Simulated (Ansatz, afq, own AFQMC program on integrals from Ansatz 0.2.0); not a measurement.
# AlSi2NH7 (doublet): AFQMC on the coupled-cluster ladder as a fragment species, def2-TZVP

How near does AFQMC come to the top of the ladder for AlSi2NH7 (doublet)?

Method: def2-TZVP, frozen cores; program: Ansatz 0.2.0, Gaussian basis, and an in-house AFQMC program (afq) on its integrals; all values are calculated.

The runs, in order: PBE (unrestricted); CCSD(T) on UHF; CCSD(T) on UHF; r2SCAN (unrestricted); PBE0 (unrestricted); B3LYP (unrestricted); wB97M-V (unrestricted); B2PLYP (unrestricted); CCSD(T) on UHF; Phaseless AFQMC, CISD trial on UHF.

1 further run of the same task is left out (it didn't finish).

## 1. The system

The geometry is a PBE0/def2-SVP stationary point (not a proven minimum).

11 atoms, charge 0, spin multiplicity 2.

Atoms are counted from 1 here; the program's logs count them from 0.

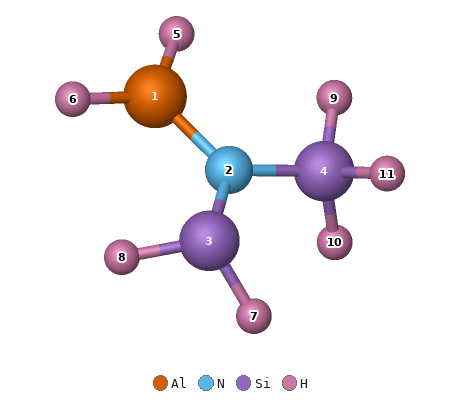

The structure; aluminium orange, nitrogen blue, silicon purple, hydrogen pink; atoms are numbered from 1 in the order of the file.

## 2. PBE (unrestricted)

File in.yaml:

```yaml
crystal:
  periodic: [false, false, false]
  atoms:
    - {symbol: Al, position_ang: [-0.954844, 1.810417, -0.321871]}
    - {symbol: N, position_ang: [-0.099863, 0.246450, 0.000854]}
    - {symbol: Si, position_ang: [-0.099974, -0.462091, 1.610182]}
    - {symbol: Si, position_ang: [0.816840, -0.588274, -1.250298]}
    - {symbol: H, position_ang: [-0.908284, 2.400817, -1.790983]}
    - {symbol: H, position_ang: [-1.699464, 2.497259, 0.896524]}
    - {symbol: H, position_ang: [-0.036144, -1.959238, 1.499308]}
    - {symbol: H, position_ang: [-1.340407, -0.053570, 2.347314]}
    - {symbol: H, position_ang: [0.919980, 0.296219, -2.449083]}
    - {symbol: H, position_ang: [0.152831, -1.869159, -1.645635]}
    - {symbol: H, position_ang: [2.193328, -0.914829, -0.762512]}
basis:
  gaussian: {orbitals: def2-TZVP}
magnetization: {spin_polarized: true, initial_magnetization: 1}
hamiltonian: {xc: {name: PBE}}
output: {orbitals: {seedname: orbitals}}
```

Launch:

```console
> ansatz run in.yaml --threads 1 --pin off --events-out ev --progress --plain --max-ram 8192MiB --backend cpu
```

The log of the run:

```text
Functional definition: PBE
  name "PBE"
  cite "Perdew, Burke & Ernzerhof, Phys. Rev. Lett. 77, 3865 (1996) doi:10.1103/PhysRevLett.77.3865"
  parent pbe
  parameter kappa = 0.804
  parameter beta = 0.06672455060314922
  exchange = pbe_x(kappa = kappa, mu = beta*pi^2/3)
  correlation = pbe_c(beta = beta)
1226 factors; their error is unknown
mean field evaluation 1: about -23931.2191 eV, gradient 5.5e1 eV
mean field evaluation 2: about -23858.3811 eV, gradient 1.1e2 eV
mean field evaluation 4: about -23943.2846 eV, gradient 6.7e0 eV
mean field evaluation 8: about -23943.5411 eV, gradient 1.9e-1 eV
mean field evaluation 16: about -23943.5261 eV, gradient 2.2e-4 eV
mean field -23943.52607637 eV, -879.9083538015 hartree, gradient 1.2e-5 eV, S^2 0.752021; 0 other end points of the search recorded, 0 dependent functions left out
reference -23943.52613016 eV, -879.9083557785 hartree; 28, 27 occupied and 156, 157 virtual orbitals, 1226 factors
Total energy: -23943.52613016 eV, -879.9083557785 hartree
```

It took 8.5 s on 1 thread of AMD EPYC 7R13 (Zen 3), shared host; peak memory 4.3 GiB.

From the report: ⟨S²⟩ of the determinant 0.752 (pure doublet: 0.75).

## 3. CCSD(T) on UHF

Edit in.yaml of step 2 so:

```diff
@@ -17,3 +17,2 @@
 magnetization: {spin_polarized: true, initial_magnetization: 1}
-hamiltonian: {xc: {name: PBE}}
-output: {orbitals: {seedname: orbitals}}
+correlation: {method: ccsd_t, electrons: outside_noble_gas, hamiltonian_folder: ham}
```

Launch:

```console
> ansatz run in.yaml --threads 1 --pin off --events-out ev --progress --plain --max-ram 24576MiB --backend cuda --devices 0, --max-vram 18GiB
```

The log of the run (excerpt; [...] marks lines left out):

```text
Functional definition: HF
  name "HF"
  cite "Fock, Z. Phys. 61, 126 (1930) doi:10.1007/BF01340294"
  parent pbe
[...]
1204 factors; integrals over basis functions are off by at most 1.5e-3 eV
[...]
mean field -23902.22404818 eV, -878.3905322612 hartree, gradient 2.9e-6 eV, S^2 0.754773; 0 other end points of the search recorded, 0 dependent functions left out
16 core orbitals not correlated: weight in the atoms' cores, before any rotation towards them, 1.000 or more for the frozen orbitals, at most 0.000 for the correlated occupied ones
reference -23902.22404818 eV, -878.3905322612 hartree; 12, 11 occupied and 156, 157 virtual orbitals, 1204 factors
second order -13.63086029 eV of doubles, -0.00000000 eV of singles
cycle   1  -14.57937497 eV  change   -9.5e-1 eV  update   1.0e-1
[...]
cycle  11  -15.22683421 eV  change   -7.7e-6 eV  update   1.0e-5
perturbative correction -0.56717384 eV, -0.0208432543 hartree
Total energy: -23918.01805623 eV, -878.9709513515 hartree
```

It took 11 s on 1 × NVIDIA H100 80GB HBM3 with 1 thread of AMD EPYC 7R13 (Zen 3), shared host; peak host memory 4.3 GiB.

From the report: ⟨S²⟩ of the determinant 0.755 (pure doublet: 0.75); correlation -15.7940 eV; T1 0.015; largest double amplitude 0.02.

This run also writes the integrals to the folder ham.

## 4. CCSD(T) on UHF

Edit in.yaml of step 3 so:

```diff
@@ -15,4 +15,4 @@
 basis:
-  gaussian: {orbitals: def2-TZVP}
+  gaussian: {orbitals: def2-TZVPP}
 magnetization: {spin_polarized: true, initial_magnetization: 1}
-correlation: {method: ccsd_t, electrons: outside_noble_gas, hamiltonian_folder: ham}
+correlation: {method: ccsd_t, electrons: outside_noble_gas}
```

The command is unchanged.

The log of the run (excerpt; [...] marks lines left out):

```text
Functional definition: HF
  name "HF"
  cite "Fock, Z. Phys. 61, 126 (1930) doi:10.1007/BF01340294"
  parent pbe
[...]
1454 factors; integrals over basis functions are off by at most 1.2e-3 eV
[...]
mean field -23902.26065283 eV, -878.3918774572 hartree, gradient 7.4e-6 eV, S^2 0.754968; 0 other end points of the search recorded, 0 dependent functions left out
16 core orbitals not correlated: weight in the atoms' cores, before any rotation towards them, 1.000 or more for the frozen orbitals, at most 0.000 for the correlated occupied ones
reference -23902.26065283 eV, -878.3918774572 hartree; 12, 11 occupied and 227, 228 virtual orbitals, 1454 factors
second order -14.25584572 eV of doubles, -0.00000000 eV of singles
cycle   1  -15.13139254 eV  change   -8.8e-1 eV  update   1.0e-1
[...]
cycle  11  -15.77234216 eV  change   -7.8e-6 eV  update   1.1e-5
perturbative correction -0.58893043 eV, -0.0216427939 hartree
Total energy: -23918.62192542 eV, -878.9931431348 hartree
```

Wall time 13 s (1 × NVIDIA H100 80GB HBM3 with 1 thread of AMD EPYC 7R13 (Zen 3), shared host); peak host memory 4.3 GiB.

From the report: ⟨S²⟩ of the determinant 0.755 (pure doublet: 0.75); correlation -16.3613 eV; T1 0.015; largest double amplitude 0.02.

## 5. r2SCAN (unrestricted)

Edit in.yaml of step 4 so:

```diff
@@ -15,4 +15,4 @@
 basis:
-  gaussian: {orbitals: def2-TZVPP}
+  gaussian: {orbitals: def2-TZVP}
 magnetization: {spin_polarized: true, initial_magnetization: 1}
-correlation: {method: ccsd_t, electrons: outside_noble_gas}
+hamiltonian: {xc: {name: r2SCAN}}
```

Launch:

```console
> ansatz run in.yaml --threads 1 --pin off --events-out ev --progress --plain --max-ram 8192MiB --backend cpu
```

The log of the run:

```text
Functional definition: r2SCAN
  name "r2SCAN"
  cite "Furness, Kaplan, Ning, Perdew & Sun, J. Phys. Chem. Lett. 11, 8208 (2020) doi:10.1021/acs.jpclett.0c02405"
  cite "Furness, Kaplan, Ning, Perdew & Sun, J. Phys. Chem. Lett. 11, 9248 (2020) doi:10.1021/acs.jpclett.0c03077"
  parent r2scan
  parameter k0 = 0.174
  parameter k1 = 0.065
  parameter a1 = 4.9479
  exchange = r2scan_x(k0 = k0, k1 = k1, a1 = a1)
  correlation = r2scan_c
1226 factors; their error is unknown
mean field evaluation 1: about -23944.8140 eV, gradient 5.0e1 eV
mean field evaluation 2: about -23893.1148 eV, gradient 9.8e1 eV
mean field evaluation 4: about -23954.6229 eV, gradient 4.1e0 eV
mean field evaluation 8: about -23954.7194 eV, gradient 1.0e-1 eV
mean field evaluation 16: about -23954.7041 eV, gradient 2.0e-4 eV
mean field -23954.70406063 eV, -880.3191371466 hartree, gradient 3.8e-5 eV, S^2 0.753731; 0 other end points of the search recorded, 0 dependent functions left out
reference -23954.70408100 eV, -880.3191378952 hartree; 28, 27 occupied and 156, 157 virtual orbitals, 1226 factors
Total energy: -23954.70408100 eV, -880.3191378952 hartree
```

It took 20 s on 1 thread of AMD EPYC 7R13 (Zen 3), shared host; peak memory 4.3 GiB.

From the report: ⟨S²⟩ of the determinant 0.754 (pure doublet: 0.75).

## 6. PBE0 (unrestricted)

Edit in.yaml of step 5 so:

```diff
@@ -17,2 +17,3 @@
 magnetization: {spin_polarized: true, initial_magnetization: 1}
-hamiltonian: {xc: {name: r2SCAN}}
+hamiltonian: {xc: {name: PBE0}}
+output: {orbitals: {seedname: orbitals}}
```

The command is unchanged.

The log of the run:

```text
Functional definition: PBE0
  name "PBE0"
  cite "Adamo & Barone, J. Chem. Phys. 110, 6158 (1999) doi:10.1063/1.478522"
  cite "Perdew, Burke & Ernzerhof, Phys. Rev. Lett. 77, 3865 (1996) doi:10.1103/PhysRevLett.77.3865"
  parent pbe
  parameter a = 0.25
  parameter kappa = 0.804
  parameter beta = 0.06672455060314922
  exchange = (1 - a)*pbe_x(kappa = kappa, mu = beta*pi^2/3) + a*exact_x
  correlation = pbe_c(beta = beta)
1278 factors; their error is unknown
mean field evaluation 1: about -23938.0569 eV, gradient 4.5e1 eV
mean field evaluation 2: about -23909.7012 eV, gradient 8.1e1 eV
mean field evaluation 4: about -23945.8964 eV, gradient 2.0e0 eV
mean field evaluation 8: about -23945.9160 eV, gradient 4.3e-2 eV
mean field evaluation 16: about -23945.9979 eV, gradient 2.7e-4 eV
mean field -23945.99794139 eV, -879.9991931657 hartree, gradient 7.1e-5 eV, S^2 0.752430; 0 other end points of the search recorded, 0 dependent functions left out
reference -23945.99798185 eV, -879.9991946526 hartree; 28, 27 occupied and 156, 157 virtual orbitals, 1278 factors
Total energy: -23945.99798185 eV, -879.9991946526 hartree
```

It took 14 s on 1 thread of AMD EPYC 7R13 (Zen 3), shared host; peak memory 4.3 GiB.

From the report: ⟨S²⟩ of the determinant 0.752 (pure doublet: 0.75).

## 7. B3LYP (unrestricted)

Edit in.yaml of step 6 so:

```diff
@@ -17,3 +17,2 @@
 magnetization: {spin_polarized: true, initial_magnetization: 1}
-hamiltonian: {xc: {name: PBE0}}
-output: {orbitals: {seedname: orbitals}}
+hamiltonian: {xc: {name: B3LYP}}
```

The command is unchanged.

The log of the run (excerpt; [...] marks lines left out):

```text
Functional definition: B3LYP
  name "B3LYP"
  cite "Stephens, Devlin, Chabalowski & Frisch, J. Phys. Chem. 98, 11623 (1994) doi:10.1021/j100096a001"
  cite "Becke, Phys. Rev. A 38, 3098 (1988) doi:10.1103/PhysRevA.38.3098"
  cite "Lee, Yang & Parr, Phys. Rev. B 37, 785 (1988) doi:10.1103/PhysRevB.37.785"
  cite "Vosko, Wilk & Nusair, Can. J. Phys. 58, 1200 (1980) doi:10.1139/p80-159"
[...]
1244 factors; their error is unknown
[...]
mean field -23959.75004387 eV, -880.5045736102 hartree, gradient 6.8e-5 eV, S^2 0.751934; 0 other end points of the search recorded, 0 dependent functions left out
reference -23959.75036031 eV, -880.5045852392 hartree; 28, 27 occupied and 156, 157 virtual orbitals, 1244 factors
Total energy: -23959.75036031 eV, -880.5045852392 hartree
```

Run time: 13 s. Hardware: 1 thread of AMD EPYC 7R13 (Zen 3), shared host; peak memory 4.3 GiB.

From the report: ⟨S²⟩ of the determinant 0.752 (pure doublet: 0.75).

## 8. wB97M-V (unrestricted)

Edit in.yaml of step 7 so:

```diff
@@ -17,2 +17,3 @@
 magnetization: {spin_polarized: true, initial_magnetization: 1}
-hamiltonian: {xc: {name: B3LYP}}
+hamiltonian: {xc: {name: wB97M-V}}
+output: {orbitals: {seedname: orbitals}}
```

The command is unchanged.

The log of the run (excerpt; [...] marks lines left out):

```text
Functional definition: wB97M-V
  name "wB97M-V"
  cite "Mardirossian & Head-Gordon, J. Chem. Phys. 144, 214110 (2016) doi:10.1063/1.4952647"
  cite "Becke, J. Chem. Phys. 107, 8554 (1997) doi:10.1063/1.475007"
  cite "Vydrov & Van Voorhis, J. Chem. Phys. 133, 244103 (2010) doi:10.1063/1.3521275"
  # Of w^i u^j: cxij and so on, Table III.
[...]
  gx(w, u) = 1 - cx + cx01*u + cx10*w
  gss(w, u) = css00 + css04*u^4 + css10*w + css20*w^2 + css43*w^4*u^3
  gos(w, u) = cos00 + cos10*w + (cos20 + cos21*u)*w^2 + (cos60 + cos61*u)*w^6
[...]
      + integral(e_c_pw_mod_opposite_spin*gos(b97_w_opposite, b97_u_opposite)) + vv10(b, c)
1226 factors; their error is unknown
344 factors; integrals over basis functions are off by at most 1.2e-5 eV
[...]
mean field -23955.10277156 eV, -880.3337895030 hartree, gradient 4.3e-5 eV, S^2 0.751365; 0 other end points of the search recorded, 0 dependent functions left out
reference -23955.10283424 eV, -880.3337918063 hartree; 28, 27 occupied and 156, 157 virtual orbitals, 1226 factors
Total energy: -23955.10283424 eV, -880.3337918063 hartree
```

It took 37 s on 1 thread of AMD EPYC 7R13 (Zen 3), shared host; peak memory 4.3 GiB.

From the report: ⟨S²⟩ of the determinant 0.751 (pure doublet: 0.75).

## 9. B2PLYP (unrestricted)

Edit in.yaml of step 8 so:

```diff
@@ -17,3 +17,3 @@
 magnetization: {spin_polarized: true, initial_magnetization: 1}
-hamiltonian: {xc: {name: wB97M-V}}
-output: {orbitals: {seedname: orbitals}}
+hamiltonian: {xc: {name: B2PLYP}}
+correlation: {electrons: outside_noble_gas}
```

Launched as before.

The log of the run (excerpt; [...] marks lines left out):

```text
Functional definition: B2PLYP
  name "B2PLYP"
  cite "Grimme, J. Chem. Phys. 124, 034108 (2006) doi:10.1063/1.2148954"
  cite "Becke, Phys. Rev. A 38, 3098 (1988) doi:10.1103/PhysRevA.38.3098"
  cite "Lee, Yang & Parr, Phys. Rev. B 37, 785 (1988) doi:10.1103/PhysRevB.37.785"
[...]
1204 factors; integrals over basis functions are off by at most 1.5e-3 eV
[...]
mean field -23941.97781189 eV, -879.8514561316 hartree, gradient 6.5e-6 eV, S^2 0.753200; 0 other end points of the search recorded, 0 dependent functions left out
16 core orbitals not correlated: weight in the atoms' cores, before any rotation towards them, 1.000 or more for the frozen orbitals, at most 0.000 for the correlated occupied ones
reference -23941.97801215 eV, -879.8514634911 hartree; 12, 11 occupied and 156, 157 virtual orbitals, 1204 factors
second order -16.92295282 eV of doubles, -0.00000000 eV of singles
Total energy: -23946.54720942 eV, -880.0193783934 hartree
```

Wall time 17 s (1 thread of AMD EPYC 7R13 (Zen 3), shared host); peak memory 4.3 GiB.

From the report: ⟨S²⟩ of the determinant 0.753 (pure doublet: 0.75).

## 10. CCSD(T) on UHF

Edit in.yaml of step 9 so:

```diff
@@ -15,5 +15,4 @@
 basis:
-  gaussian: {orbitals: def2-TZVP}
+  gaussian: {orbitals: "def2-QZVPP.json"}
 magnetization: {spin_polarized: true, initial_magnetization: 1}
-hamiltonian: {xc: {name: B2PLYP}}
-correlation: {electrons: outside_noble_gas}
+correlation: {method: ccsd_t, electrons: outside_noble_gas}
```

Launch:

```console
> ansatz run in.yaml --threads 1 --pin off --events-out ev --progress --plain --max-ram 24576MiB --backend cuda --devices 0, --max-vram 18GiB
```

The log of the run (excerpt; [...] marks lines left out):

```text
Functional definition: HF
  name "HF"
  cite "Fock, Z. Phys. 61, 126 (1930) doi:10.1007/BF01340294"
  parent pbe
[...]
2772 factors; integrals over basis functions are off by at most 8.9e-4 eV
[...]
mean field -23903.04358074 eV, -878.4206495272 hartree, gradient 2.2e-6 eV, S^2 0.755110; 0 other end points of the search recorded, 0 dependent functions left out
16 core orbitals not correlated: weight in the atoms' cores, before any rotation towards them, 1.000 or more for the frozen orbitals, at most 0.000 for the correlated occupied ones
reference -23903.04358074 eV, -878.4206495272 hartree; 12, 11 occupied and 449, 450 virtual orbitals, 2772 factors
second order -15.27295192 eV of doubles, -0.00000000 eV of singles
cycle   1  -15.95087987 eV  change   -6.8e-1 eV  update   1.0e-1
[...]
cycle  11  -16.59791875 eV  change   -7.1e-6 eV  update   1.2e-5
perturbative correction -0.65710436 eV, -0.0241481399 hartree
Total energy: -23920.29860385 eV, -879.0547599306 hartree
```

Wall time 4.8 min (1 × NVIDIA H100 80GB HBM3 with 1 thread of AMD EPYC 7R13 (Zen 3), shared host); peak host memory 4.3 GiB.

From the report: ⟨S²⟩ of the determinant 0.755 (pure doublet: 0.75); correlation -17.2550 eV; T1 0.015; largest double amplitude 0.01.

## 11. Phaseless AFQMC, CISD trial on UHF

It reads the integrals that the CCSD(T) run on this determinant wrote.

Launch:

```console
> afq ham --method phaseless --trial cisd --walkers 300 --populations 10 --least-time 60 --time-step 0.005 --steps-per-block 50 --equilibration-blocks 28 --max-blocks 4000 --target-error 0.00029 --factor-cut 1e-05 --start spin_pure --seed 2705 --release-times 0.21,0.42,0.63,0.9 --release-step 0.03 --release-every 5 --taylor-order 6
```

The log of the run:

```text
orbitals 168  electrons 12 11  factors 1193 of 1204
reference energy -878.39053226 Eh
CCSD correlation -0.55957638 Eh in 12 cycles, weight of the determinant in the CISD state 0.7856
energy of the start -878.949829 Eh
 block  time / (1/Eh)  mean weight  energy / Eh
     1     0.250  1.0001  -878.930628
     2     0.500  0.9998  -878.937040
     3     0.750  0.9984  -878.944703
     4     1.000  1.0012  -878.953692
     5     1.250  1.0005  -878.963442
     6     1.500  1.0014  -878.964360
     7     1.750  1.0024  -878.967111
     8     2.000  0.9983  -878.970439
     9     2.250  0.9996  -878.973485
    10     2.500  1.0012  -878.975181
    13     3.250  0.9993  -878.979683
    19     4.750  0.9991  -878.975671
    25     6.250  0.9991  -878.969006
    31     7.750  0.9981  -878.971160
    37     9.250  0.9981  -878.973455
    43    10.750  1.0003  -878.971350
    49    12.250  1.0014  -878.984821
    55    13.750  0.9988  -878.977427
    61    15.250  0.9992  -878.978573
    67    16.750  0.9998  -878.969836
    73    18.250  1.0002  -878.973299
    79    19.750  1.0021  -878.978408
    85    21.250  1.0002  -878.971819
    91    22.750  0.9999  -878.973287
    97    24.250  0.9979  -878.973729
   103    25.750  1.0017  -878.968535
   109    27.250  1.0007  -878.969507
   115    28.750  0.9998  -878.971083
   121    30.250  0.9999  -878.968642
   127    31.750  0.9999  -878.977674
   133    33.250  0.9994  -878.963918
   139    34.750  1.0000  -878.975793
   145    36.250  0.9996  -878.963396
   151    37.750  0.9996  -878.979990
   157    39.250  0.9997  -878.972073
   163    40.750  1.0010  -878.970787
   169    42.250  1.0001  -878.972786
   175    43.750  0.9992  -878.977954
   181    45.250  0.9997  -878.964235
   187    46.750  1.0007  -878.970152
   193    48.250  1.0002  -878.963183
   199    49.750  1.0007  -878.966602
   205    51.250  1.0000  -878.969481
   211    52.750  1.0001  -878.976502
   217    54.250  1.0001  -878.969469
   223    55.750  1.0012  -878.974652
   229    57.250  1.0000  -878.977819
   235    58.750  1.0011  -878.966513
   241    60.250  1.0004  -878.973957
   247    61.750  0.9989  -878.972801
   253    63.250  1.0001  -878.974371
error from the spread of 10 populations
released: time / (1/Eh)  energy / Eh  error  mean overlap
  0.21  -878.974629  0.000653  0.9874
  0.42  -878.975061  0.000559  0.9783
  0.63  -878.975149  0.000932  0.9589
  0.90  -878.973598  0.000533  0.9567
energy -878.972739 +/- 0.000447 Eh
```

Run time: 4.9 min. Hardware: 1 × NVIDIA H100 80GB HBM3 with 2 threads of AMD EPYC 7R13 (Zen 3), shared host; peak host memory 4.9 GiB.

Energy -23918.0667 ± 0.0122 eV. Caveats: constraint bias not in the error; error above the target.

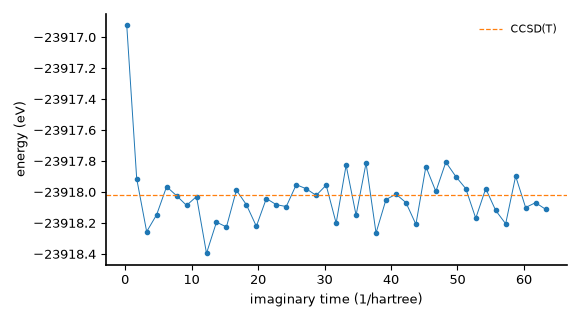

Block energies along the walk.

## 12. All levels side by side

On the UHF determinant, counted from CCSD(T) (a yardstick, not exact):

| level | energy (eV) | from CCSD(T) (meV) | statistical error (meV) | time |
| --- | --- | --- | --- | --- |
| HF | -23902.2240 | +15794.0 |  |  |
| MP2 | -23915.8549 | +2163.1 |  |  |
| CCSD | -23917.4509 | +567.2 |  |  |
| CCSD(T) | -23918.0181 | 0.0 |  |  |
| Phaseless AFQMC, CISD trial, step 0.005, 300 walkers | -23918.0667 | -48.6 | 12.2 | 4.9 min |

The functionals' totals stand on their own zeros and serve differences with other points: PBE -23943.526 eV; r2SCAN -23954.704 eV; PBE0 -23945.998 eV; B3LYP -23959.750 eV; wB97M-V -23955.103 eV; B2PLYP -23946.547 eV.

## 13. Outcome

| quantity | value |
| --- | --- |
| Phaseless AFQMC, CISD trial on UHF from CCSD(T) | -48.6 ± 12.2 meV |

On UHF the phaseless walk with the CISD trial lies -48.6 meV from CCSD(T), 4 times its error bar. Error bars are statistical and leave out the constraint, the time step and what remains of the start.
